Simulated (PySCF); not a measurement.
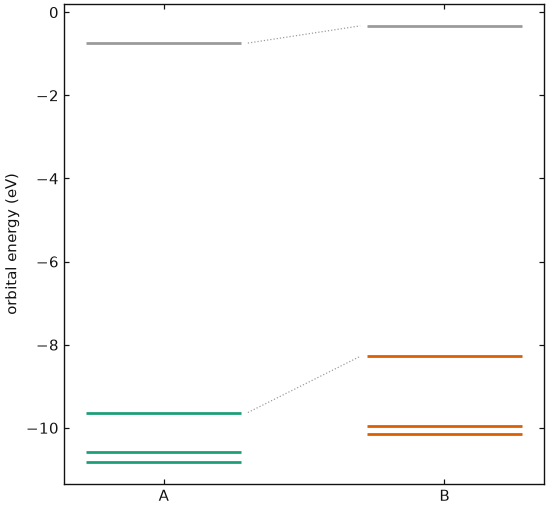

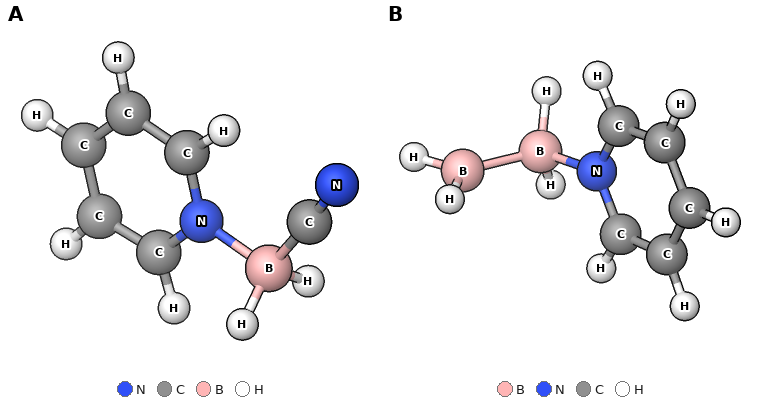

Related molecules: A is C₆H₇BN₂, SMILES N#C[BH2-][n+]1ccccc1; B is C₅H₉B₂N, SMILES B[BH2-][n+]1ccccc1. Frontier orbital energies, ωB97X-D/def2-SVPD, PySCF 2.14.0, at a PBE0-D3(BJ)/def2-SVP geometry (no frequency check); drawn are at most three filled levels and, in grey, the LUMO with any level within 0.03 eV of it; dotted lines join the HOMOs and the LUMOs.

What does the change do to the frontier levels?

Answer. From A to B the HOMO rises by 1.35 eV and the LUMO rises by 0.41 eV, so the separation goes from 8.89 to 7.95 eV.

Does the ΔSCF ionisation energy follow the HOMO?

Answer. A: −ε(HOMO) 9.63, ΔSCF 9.93 eV; B: −ε(HOMO) 8.28, ΔSCF 8.42 eV.

Limits of at least one run: one conformer of a flexible molecule.
